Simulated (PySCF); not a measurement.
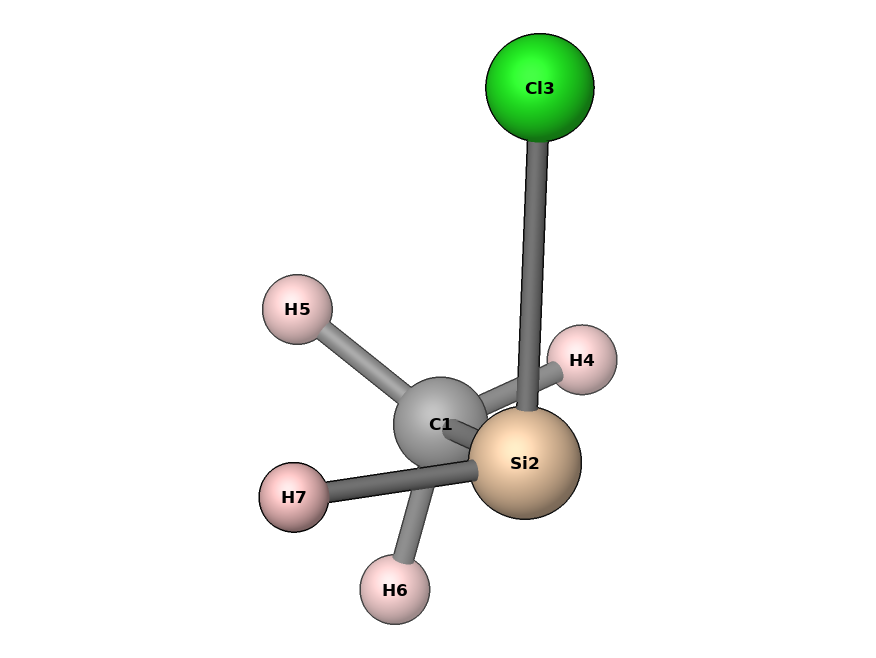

C1 lies behind Si2. The molecule seen a little off the Si2–C1 bond, Si2 in front. Distant atoms are faded towards the background colour. The species has charge −1 and is a spin singlet. The geometry was computed by an optimisation with GFN2-xTB. No frequency run is at hand to confirm it as a minimum.

**What is the torsion angle Cl3–Si2–C1–H4? The sign is positive where the front bond must turn clockwise to cover the back bond.**

73°, synclinal (gauche).
